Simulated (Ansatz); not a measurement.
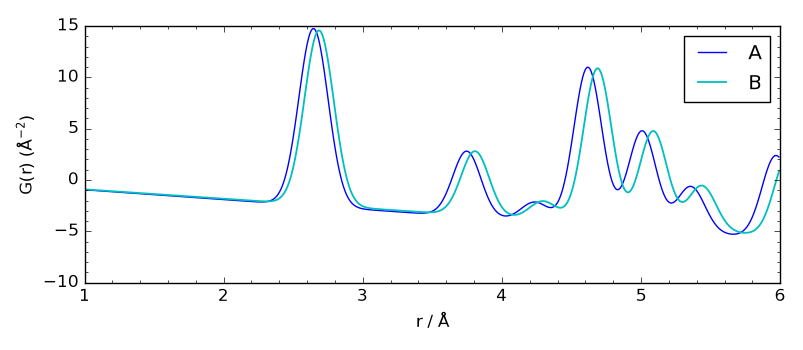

Simulated X-ray pair distribution function, G(r) = R(r)/r − 4πρ₀r, summed over the atomic distances of the structure with each pair weighted by the product of the atomic numbers (X-ray weights at Q = 0); every distance is a Gaussian of σ = 0.10 Å. No termination ripples are included. Both curves are of Ru in space group P6_3/mmc, for two cells of different size. A: coordinates from a relaxation at fixed volume with Ansatz 0.2.0, DFT r2SCAN, scalar-relativistic, plane waves, PAW; B: coordinates from a relaxation with DFT PBE, scalar-relativistic, plane waves, PAW (Ansatz 0.2.0).

How does the volume of B compare with that of A?

Answer. Cell B is larger: the volume of B is 4.5 % above that of A (13.17 and 13.76 Å³ per atom), a mean linear change of 1.5 %. The shortest distance is 2.623 Å in A and 2.661 Å in B.

Give both cells.

Answer. Cell A: a = 2.680 Å, b = 2.680 Å, c = 4.236 Å, α = 90.00°, β = 90.00°, γ = 120.00°
Cell B: a = 2.720 Å, b = 2.720 Å, c = 4.298 Å, α = 90.00°, β = 90.00°, γ = 120.00°
